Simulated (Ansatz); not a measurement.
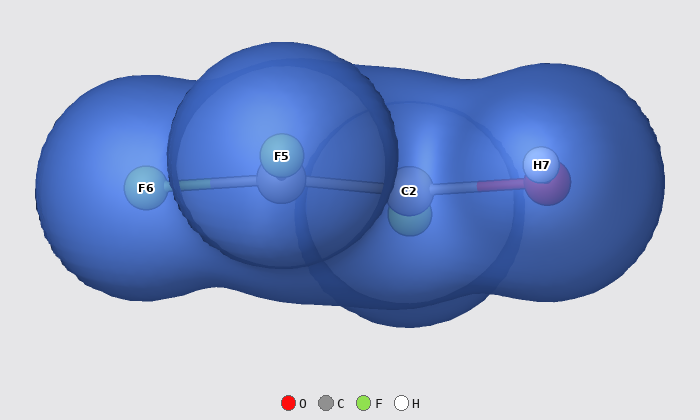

C₂HF₃O. Isosurface of the electron density at 0.2 e/Å³ (blue), seen from one side.

The calculation used Ansatz 0.2.0, RKS PBE0/def2-SVP.

```yaml
atoms:
  - { symbol: O, position_ang: [-0.1728, -0.9697, -1.2060] }
  - { symbol: C, position_ang: [0.1162, -0.5959, 0.0423] }
  - { symbol: F, position_ang: [0.4871, -1.6073, 0.7934] }
  - { symbol: C, position_ang: [0.0539, 0.6441, 0.5266] }
  - { symbol: F, position_ang: [-0.3222, 1.6588, -0.2416] }
  - { symbol: F, position_ang: [0.3403, 0.9977, 1.7560] }
  - { symbol: H, position_ang: [-0.4412, -0.1957, -1.7163] }
```

Q: What does this surface tell about the bonding?

A: At this value the surface is in one piece. It bridges the shortest C–F (1.31 Å), C–C (1.33 Å), C–O (1.33 Å) and O–H (0.97 Å) contacts, where the density stays above the isovalue. On the grid the lowest density along these lines, outside the cores, is 1.9 e/Å³ (C–F, 1.31 Å), 2.3 e/Å³ (C–C, 1.33 Å), 2.1 e/Å³ (C–O, 1.33 Å) and 2.4 e/Å³ (O–H, 0.97 Å).
